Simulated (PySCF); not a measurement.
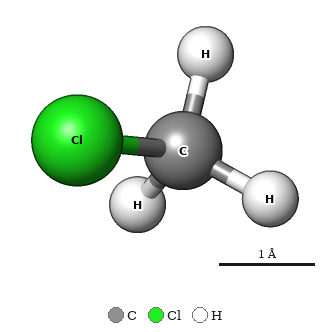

Fig. 1: The input geometry (ball-and-stick view, seen at a tilt).

CH$_{3}$Cl: NMR shielding calculation

The run: NMR shielding calculation of CH$_{3}$Cl. Method and program: GIAO PBE0/pcSseg-2 NMR shielding, non-relativistic, gas phase (PySCF 2.14.0).

The geometry comes from this level: PBE0-D3(BJ)/def2-SVP. Figures and captions count atoms from 1; the log counts them from 0 in places.

The input
```
{"job": {"kind": "nmr", "xc": "PBE0", "basis": "pcSseg-2"}, "charge": 0, "multiplicity": 1}
C     -0.090583     0.024036     0.016759
Cl     1.683808     0.011264     0.072719
H     -0.481994    -0.448356     0.926265
H     -0.426078    -0.534248    -0.866061
H     -0.440339     1.062107    -0.043918
```

The first line tells a small driver script what to run in PySCF; the rest is the geometry in Å.

Hardware: 1 CPU thread, shared host.

Command:
```bash
OMP_NUM_THREADS=1 python <driver script> task.json out
```

Output
```
coarse grid: 4576 points
cycle   1  E = -499.9315983857  dE = -3.213e-02  |g| = 1.771e-01  |ddm| = 1.335e+00
cycle   2  E = -499.9356542043  dE = -4.056e-03  |g| = 1.419e-01  |ddm| = 3.275e-01
cycle   3  E = -499.9404441267  dE = -4.790e-03  |g| = 2.899e-02  |ddm| = 1.489e-01
cycle   4  E = -499.9405465860  dE = -1.025e-04  |g| = 1.194e-02  |ddm| = 1.904e-02
cycle   5  E = -499.9405804601  dE = -3.387e-05  |g| = 2.123e-03  |ddm| = 7.526e-03
cycle   6  E = -499.9405814598  dE = -9.997e-07  |g| = 5.584e-04  |ddm| = 1.415e-03
final grid: 39072 points
cycle   7  E = -499.9450858209  dE = -3.466e-05  |g| = 5.657e-03  |ddm| = 1.344e-02
cycle   8  E = -499.9450847731  dE =  1.048e-06  |g| = 5.303e-03  |ddm| = 5.882e-03
cycle   9  E = -499.9450909712  dE = -6.198e-06  |g| = 1.057e-03  |ddm| = 3.316e-03
cycle  10  E = -499.9450912024  dE = -2.312e-07  |g| = 1.421e-04  |ddm| = 7.261e-04
cycle  11  E = -499.9450912071  dE = -4.651e-09  |g| = 2.947e-05  |ddm| = 1.504e-04
cycle  12  E = -499.9450912073  dE = -1.974e-10  |g| = 6.089e-06  |ddm| = 2.309e-05
```

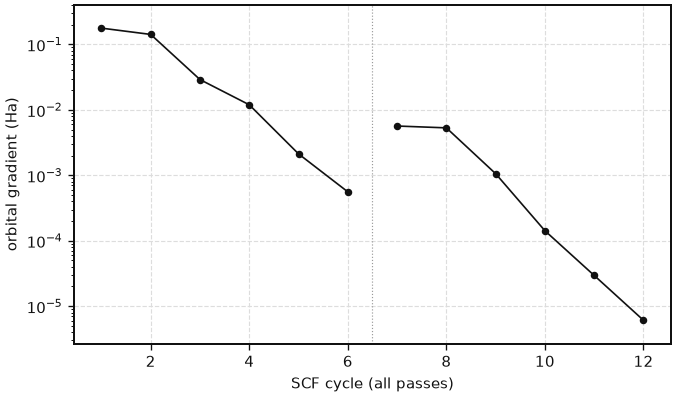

Fig. 2: Convergence of the self-consistent field: orbital gradient against the SCF cycle. The dotted line marks the change from a coarse to the final integration grid. The first 6 cycles use a coarse grid, the final grid takes over at cycle 7, and the field converges after 12 cycles in all.

```
converged SCF energy = -499.9450912073

GIAO shielding tensors (ppm)
atom      isotropic    diamagn.    paramagn.     s11        s22        s33       span
  0 C      153.662     241.114     -87.452    136.014    136.038    188.934     52.920
  1 Cl     933.895    1145.713    -211.818    850.374    850.378   1100.934    250.560
  2 H       28.264      28.613      -0.348     22.951     26.170     35.672     12.721
  3 H       28.264      28.639      -0.375     22.950     26.170     35.671     12.721
  4 H       28.263      28.599      -0.336     22.947     26.169     35.672     12.725
```

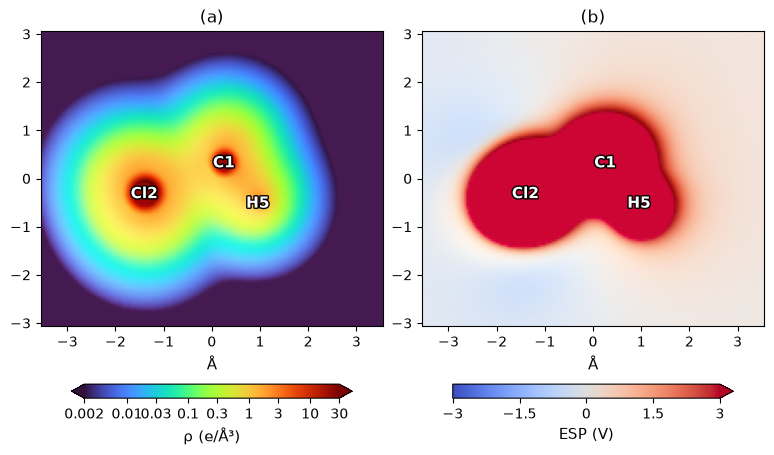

Fig. 3: (a) total electron density; (b) molecular electrostatic potential on the plane of atoms Cl2, C1 and H5. Atoms in the plane: C, Cl and H.

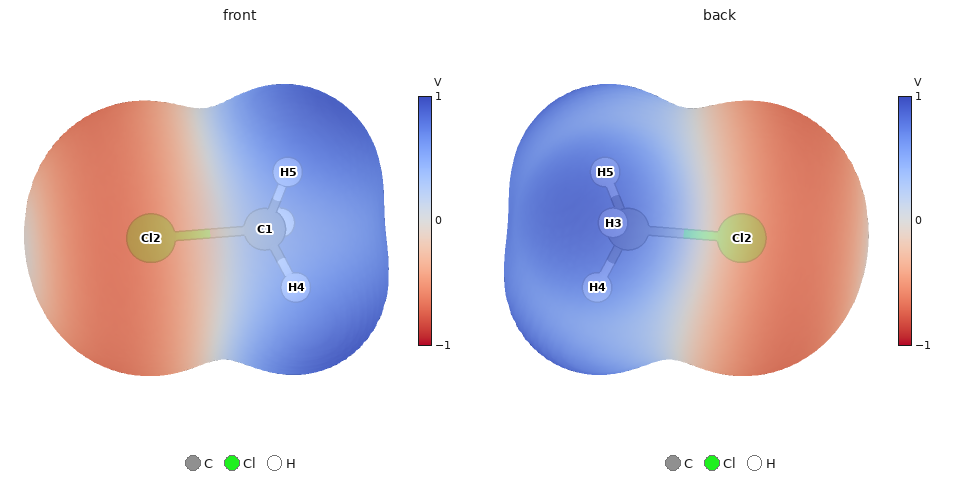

Fig. 4: The molecular electrostatic potential painted on the density surface at 0.001 e/bohr³, seen at a tilt and from behind; the colour scale runs from red (negative) to blue (positive).

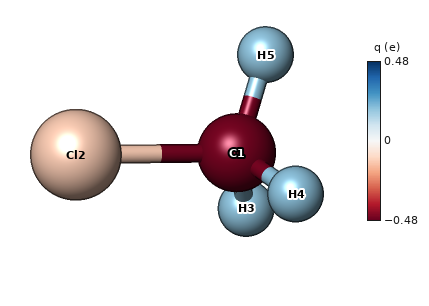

Fig. 5: ESP-fitted charges, as the colour of each atom (ball-and-stick view, seen at a tilt; atoms are numbered from 1 in the order of the input). By element: C −0.46, Cl −0.12 and H +0.19 to +0.20 e.

Key numbers

```tsv
quantity	value
outcome	converged
total energy	−499.945091 hartree
HOMO	−8.48 eV
LUMO	0.34 eV
dipole moment	1.98 D
isotropic shielding, C	153.7 ppm
isotropic shielding, Cl	933.9 ppm
isotropic shielding, H	28.3 ppm
wall time	5.3 s
peak memory	0.41 GiB
```
